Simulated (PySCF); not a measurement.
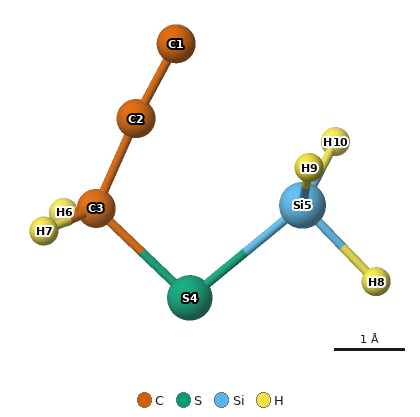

The structure as given in the input (ball-and-stick view, seen at a tilt; atoms are numbered from 1 in the order of the input). Bond lengths as drawn: C–C 1.25 to 1.45 Å, C–H 1.11 Å, C–S 1.87 Å, H–Si 1.49 to 1.53 Å and S–Si 2.15 Å.

# C3H5SSi (charge −1): NMR shielding calculation

- system: C3H5SSi, charge −1
- method: GIAO PBE0/pcSseg-1 NMR shielding, non-relativistic, gas phase (PySCF 2.14.0)

The geometry comes from this level: PBE0-D3(BJ)/def2-SVP. It belongs to a series of runs on one base structure; here: H on C replaced by SSiH3. Figures and captions count atoms from 1; the log counts them from 0 in places.

Input:
```
{"job": {"kind": "nmr", "xc": "PBE0", "basis": "pcSseg-1"}, "charge": -1, "multiplicity": 1}
C     -1.652518     1.378007     0.318471
C     -1.383034     0.154725     0.272565
C     -0.970527    -1.233120     0.200167
S      0.860074    -1.311866    -0.169902
Si     1.196080     0.814166    -0.271220
H     -1.475826    -1.802628    -0.601274
H     -1.122395    -1.788698     1.143652
H      2.688612     0.684134    -0.580527
H      1.188939     1.587670     1.001747
H      0.676250     1.551952    -1.456316
```

The first line tells a small driver script what to run in PySCF; the rest is the geometry in Å.

Launched with:
```bash
OMP_NUM_THREADS=1 python <driver script> task.json out
```

What the program printed:
```
coarse grid: 9608 points
cycle   1  E = -804.3862081902  dE =  2.926e-01  |g| = 4.779e-01  |ddm| = 3.028e+00
cycle   2  E = -804.3137204610  dE =  7.249e-02  |g| = 6.744e-01  |ddm| = 3.276e+00
cycle   3  E = -804.4555701306  dE = -1.418e-01  |g| = 1.831e-01  |ddm| = 2.348e+00
cycle   4  E = -804.4640060017  dE = -8.436e-03  |g| = 5.424e-02  |ddm| = 2.170e-01
cycle   5  E = -804.4646739347  dE = -6.679e-04  |g| = 1.808e-02  |ddm| = 6.737e-02
cycle   6  E = -804.4647643310  dE = -9.040e-05  |g| = 3.512e-03  |ddm| = 2.838e-02
cycle   7  E = -804.4647671149  dE = -2.784e-06  |g| = 1.083e-03  |ddm| = 5.319e-03
final grid: 84160 points
cycle   8  E = -804.4974104978  dE = -1.171e-05  |g| = 5.408e-03  |ddm| = 2.542e-02
cycle   9  E = -804.4974039692  dE =  6.529e-06  |g| = 7.210e-03  |ddm| = 1.766e-02
cycle  10  E = -804.4974181410  dE = -1.417e-05  |g| = 9.183e-04  |ddm| = 9.201e-03
cycle  11  E = -804.4974183390  dE = -1.980e-07  |g| = 3.204e-04  |ddm| = 1.407e-03
cycle  12  E = -804.4974183675  dE = -2.855e-08  |g| = 4.559e-05  |ddm| = 5.161e-04
cycle  13  E = -804.4974183682  dE = -6.251e-10  |g| = 1.610e-05  |ddm| = 9.759e-05
```

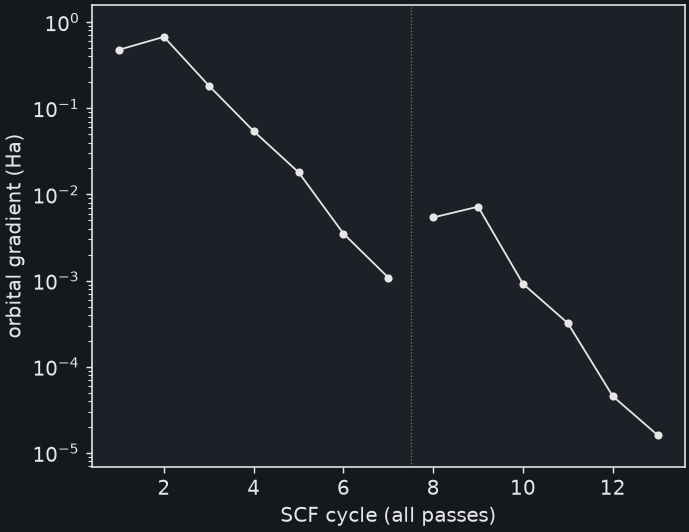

Convergence of the self-consistent field: orbital gradient against the SCF cycle. The dotted line marks the change from a coarse to the final integration grid. The first 7 cycles use a coarse grid, the final grid takes over at cycle 8, and the field converges after 13 cycles in all.

```
converged SCF energy = -804.4974183682

GIAO shielding tensors (ppm)
atom      isotropic    diamagn.    paramagn.     s11        s22        s33       span
  0 C      -10.994     280.235    -291.229   -126.486   -114.176    207.679    334.166
  1 C       78.954     265.734    -186.780    -35.159      4.808    267.212    302.371
  2 C      161.156     248.625     -87.469    146.767    161.804    174.897     28.130
  3 S      582.286    1058.406    -476.120    237.159    586.417    923.282    686.123
  4 Si     455.935     876.707    -420.772    342.594    507.248    517.963    175.368
  5 H       28.160      29.257      -1.098     22.255     27.015     35.208     12.953
  6 H       28.160      29.269      -1.109     22.272     27.007     35.202     12.930
  7 H       27.397      28.300      -0.903     24.964     25.039     32.187      7.223
  8 H       26.346      29.129      -2.784     22.511     24.299     32.226      9.715
  9 H       26.342      29.115      -2.773     22.503     24.297     32.225      9.722
```

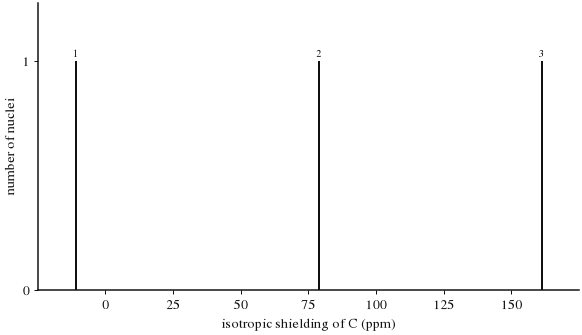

Isotropic shieldings of the carbon nuclei in this fixed geometry, labelled by atom number; shielding grows to the right, so chemical shift grows to the left. The least shielded is C1 (−11.0 ppm), the most shielded C3 (161.2 ppm).

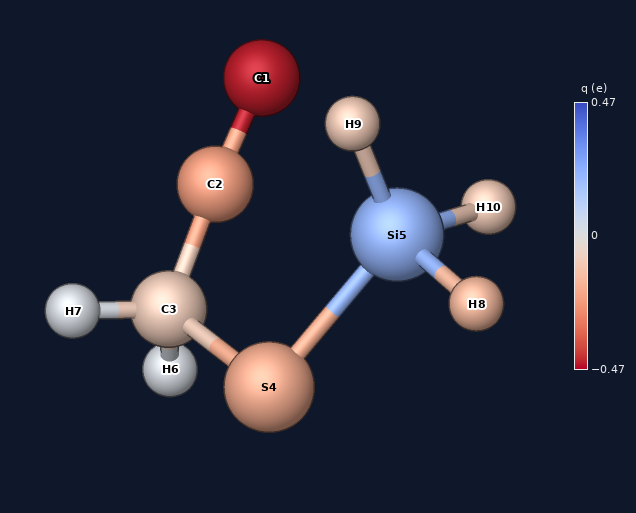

Hirshfeld charges, as the colour of each atom (ball-and-stick view, seen at a tilt; atoms are numbered from 1 in the order of the input). By element: C −0.45 to −0.08, S −0.18, Si +0.21 and H −0.15 to +0.02 e.

Key numbers:

```tsv
quantity	value
outcome	converged
total energy	−804.497418 hartree
HOMO	−1.68 eV
LUMO	4.12 eV
isotropic shielding, C	−11.0 to 161.2 ppm
isotropic shielding, S	582.3 ppm
isotropic shielding, Si	455.9 ppm
isotropic shielding, H	26.3 to 28.2 ppm
hardware	1 CPU thread, shared host
wall time	16 s
peak memory	0.63 GiB
```
